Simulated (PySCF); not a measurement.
```xyz
2

Ga    0.0000    0.0000   -0.7072
Cl    0.0000    0.0000    1.3938
```

Theory: PBE0/def2-TZVPPD, non-relativistic Hamiltonian with scalar-relativistic core potentials where named, at a bond length of 2.101 Å (PySCF 2.14.0).

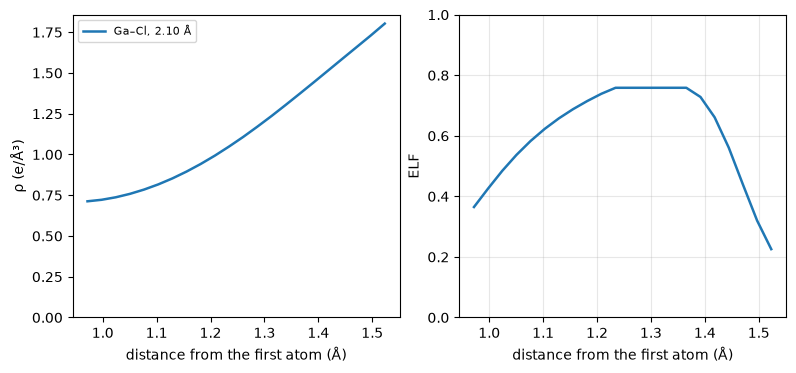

GaCl (charge +1, doublet). Electron density and ELF along straight lines between neighbouring atoms. The curves leave out the atomic cores.

Question: What can be read from the curves?

Answer: Ga–Cl (2.10 Å): the density is about 0.76 e/Å³ at the midpoint; the ELF peaks at about 0.75 in the valence shell of Cl, 0.9 Å from its nucleus, and is about 0.55 at the midpoint.
